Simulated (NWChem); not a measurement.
**One shape, several levels: C4H10O (SMILES CC(C)CO)**

We compute a comparison of 4 runs (HF/STO-3G, HF/3-21G, B3LYP/6-31G*) of C4H10O. 

The calculation is run with NWChem 7.3.0.

69 further runs of the same task are left out: 69 set aside as unsound or not needed.

## (1) The system as given

The species is C4H10O (15 atoms), meant as a singlet with charge 0. SMILES: `CC(C)CO`. The C2–H9 distance was set to 2.413 Å, away from the relaxed value. At this shape a bond of the SMILES string is far longer than usual.

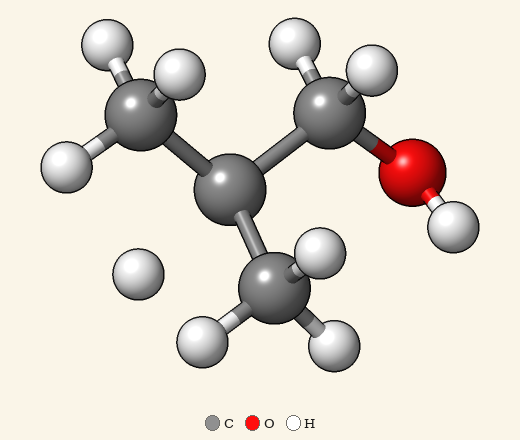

Viewed from a chosen angle; carbon grey, oxygen red, hydrogen white.

## (2) A single-point energy at HF/STO-3G (run 1)

Input file calc.nw:

```
start calc
memory total 2200 mb

geometry noautosym nocenter noautoz
  C    -1.661455   -0.981358    0.505148
  C    -0.422355   -0.764858   -0.350152
  C     0.361745   -2.057258   -0.517252
  C    -0.779355   -0.200958   -1.718452
  O    -1.414655    1.058042   -1.674352
  H    -2.199155   -0.047358    0.689848
  H    -1.398255   -1.395258    1.481448
  H    -2.349455   -1.684658    0.023148
  H     0.983900    0.863600    0.742600
  H     1.264445   -1.903758   -1.114352
  H    -0.243655   -2.819858   -1.017752
  H     0.665945   -2.461858    0.450748
  H     0.132745   -0.051858   -2.302352
  H    -1.396255   -0.934158   -2.262152
  H    -2.282955    0.945842   -1.280852
end

basis spherical bse
  * library STO-3G
end

scf
  thresh 1e-08
  maxiter 80
  print medium
end

task scf energy
```

Command:

```sh
$ nwchem calc.nw > calc.out
```

The log of the run:

```text
[...]
  functions       =    35
[...]
  wavefunction    = RHF
[...]
         Total SCF energy =   -228.975907490312
      One-electron energy =   -688.597030943700
      Two-electron energy =    269.672556985002
 Nuclear repulsion energy =    189.948566468386
        Time for solution =      7.0s
[...]
```

Run time: 7.8 s. Hardware: 1 thread of Intel Xeon Platinum 8259CL at 2.50GHz (Skylake/Cascade Lake), shared host; peak memory 0.1 GiB.

## (3) A single-point energy at HF/3-21G (run 2)

Input file c4h10o.nw:

```
start c4h10o
memory total 2200 mb
charge 0

geometry units angstrom noautosym nocenter noautoz
  C     -1.661455    -0.981358     0.505148
  C     -0.422355    -0.764858    -0.350152
  C      0.361745    -2.057258    -0.517252
  C     -0.779355    -0.200958    -1.718452
  O     -1.414655     1.058042    -1.674352
  H     -2.199155    -0.047358     0.689848
  H     -1.398255    -1.395258     1.481448
  H     -2.349455    -1.684658     0.023148
  H      0.983900     0.863600     0.742600
  H      1.264445    -1.903758    -1.114352
  H     -0.243655    -2.819858    -1.017752
  H      0.665945    -2.461858     0.450748
  H      0.132745    -0.051858    -2.302352
  H     -1.396255    -0.934158    -2.262152
  H     -2.282955     0.945842    -1.280852
end

basis spherical bse
  * library 3-21G
end

scf
  thresh 1e-08
  maxiter 80
end

task scf energy
```

Command:

```sh
$ nwchem c4h10o.nw > c4h10o.out
```

The log of the run:

```text
[...]
  functions       =    65
[...]
  wavefunction    = RHF
[...]
         Total SCF energy =   -230.655876810172
      One-electron energy =   -688.436061449062
      Two-electron energy =    267.831618170504
 Nuclear repulsion energy =    189.948566468386
        Time for solution =      6.3s
[...]
```

Wall time 7.2 s (1 thread of Intel Xeon Platinum 8259CL at 2.50GHz (Skylake/Cascade Lake), shared host); peak memory 0.1 GiB.

Run 3 isn't shown in full; the table further down has it.

## (4) A single-point energy at B3LYP/6-31G(d) (Cartesian functions) (run 4)

Input file calc.nw:

```
start calc
title "C4H10O"
memory total 2200 mb
charge 0
geometry units atomic noautosym nocenter noautoz
   C   -3.13969492  -1.85449785   0.95459137
   C   -0.79813528  -1.44537214  -0.66169138
   C    0.68359898  -3.88765419  -0.97746462
   C   -1.47276750  -0.37975558  -3.24740364
   O   -2.67331051   1.99940961  -3.16406672
   H   -4.15580066  -0.08949365   1.30362379
   H   -2.64231900  -2.63665549   2.79953099
   H   -4.43982649  -3.18354223   0.04374338
   H    1.85930153   1.63196748   1.40331062
   H    2.38945475  -3.59758123  -2.10582009
   H   -0.46044122  -5.32875933  -1.92327254
   H    1.25845366  -4.65223738   0.85179027
   H    0.25085169  -0.09799742  -4.35081472
   H   -2.63853955  -1.76530278  -4.27484773
   H   -4.31415970   1.78738234  -2.42045949
end
basis cartesian
   * library 6-31G*
end
dft
   xc b3lyp
   mult 1
   grid fine
   convergence energy 1e-08
   maxiter 100
   mulliken
   print medium
end
task dft energy
```

Command:

```sh
$ nwchem calc.nw > calc.out
```

The log of the run:

```text
[...]
          Wavefunction type:  closed shell.
          No. of atoms     :    15
          No. of electrons :    42
[...]
          Charge           :     0
          Spin multiplicity:     1
[...]
          AO basis - number of functions:    95
[...]
              XC Information
              --------------
                         B3LYP Method XC Potential
                     Hartree-Fock (Exact) Exchange  0.200
                        Slater Exchange Functional  0.800 local
                    Becke 1988 Exchange Functional  0.720 non-local
              Lee-Yang-Parr Correlation Functional  0.810
                  VWN I RPA Correlation Functional  0.190 local
[...]
 d= 0,ls=0.0,diis     1   -233.3924480169 -4.23D+02  1.79D-02  9.22D-01     5.2
[...]
 d= 0,ls=0.0,diis    10   -233.4984672804 -3.07D-09  1.23D-06  9.01D-09    39.5
         Total DFT energy =     -233.498467280378
      One electron energy =     -691.072674813549
           Coulomb energy =      301.499789230696
    Exchange-Corr. energy =      -33.874134454838
 Nuclear repulsion energy =      189.948552757313
[...]
      Total Density - Mulliken Population Analysis
     ---------------------------------------------
    Atom       Charge   Shell Charges
 -----------   ------   -------------------------------------------------------
    1 C    6     6.49   1.99  0.68  2.13  0.64  1.01  0.03
    2 C    6     5.87   1.99  0.72  1.89  0.61  0.66  0.00
    3 C    6     6.48   1.99  0.68  2.14  0.64  1.00  0.03
    4 C    6     6.05   1.99  0.69  2.05  0.53  0.73  0.05
    5 O    8     8.61   1.99  0.90  2.93  0.98  1.78  0.03
    6 H    1     0.84   0.53  0.31
    7 H    1     0.83   0.52  0.30
    8 H    1     0.85   0.52  0.33
    9 H    1     1.16   0.34  0.82
   10 H    1     0.83   0.53  0.31
[...]
```

It took 40 s on 1 thread of Intel Xeon Platinum 8259CL at 2.50GHz (Skylake/Cascade Lake), shared host; peak memory 0.12 GiB.

## (5) Overview of the runs

| run | level | iteration cap | module | energy (Eh) | dipole moment (D) | HOMO energy (eV) | LUMO energy (eV) | wall time |
| --- | --- | --- | --- | --- | --- | --- | --- | --- |
| 1 | HF/STO-3G | 80 | scf | -228.975907 | 2.66 | -5.50 | 3.57 | 7.8 s |
| 2 | HF/3-21G | 80 | scf | -230.655877 | 4.23 | -7.93 | 1.28 | 7.2 s |
| 3 | B3LYP/6-31G* (spherical functions) | 100 | dft | -233.494233 | 3.55 | -6.08 | -2.48 | 47 s |
| 4 | B3LYP/6-31G* (Cartesian functions) | 100 | dft | -233.498467 | 3.55 | -6.08 | -2.48 | 40 s |

## (6) Summary of results

| quantity | value |
| --- | --- |
| run 4: total energy | -233.49847 Eh |
| run 4: dipole moment | 3.55 D |
| run 4: HOMO energy | -6.08 eV |
| run 4: LUMO energy | -2.48 eV |
| run 4: HOMO–LUMO gap | 3.60 eV |

In words: The dipole moment (its size) runs from 2.66 D (HF/STO-3G) to 4.23 D (HF/3-21G). The HOMO–LUMO gap runs from 3.60 eV (B3LYP/6-31G*) to 9.21 eV (HF/3-21G). The two ends differ in method and basis. In run 1 the basis is minimal, so the values are rough. In runs 1, 2, 3, 4 a closed-shell determinant meets a far-stretched bond, which it describes badly. All runs together took 1.7 min, the longest 47 s.
